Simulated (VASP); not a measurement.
Band structure of NbSi (relaxed from the rock salt structure, space group Fm-3m). Calculation: PBEsol GGA, VASP's PBE PAW potentials (set 64) (plane waves; VASP).

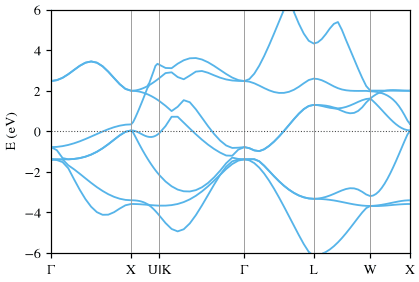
Fig. 1. Bands along high-symmetry lines, zero at the valence-band maximum or, without a gap, the Fermi level

Q: Read the plot: is there a gap, and where are the band edges?

A: It has no gap at this level: it comes out as a metal or semimetal. (Edges off the drawn lines would not show.)

The structure was generated: NbSi was put into the rock salt type (Fm-3m), which need not be its known phase. It was relaxed first, which changed the volume by -37 %. The electron count is odd and the run is not spin-polarised, which forces a metal.
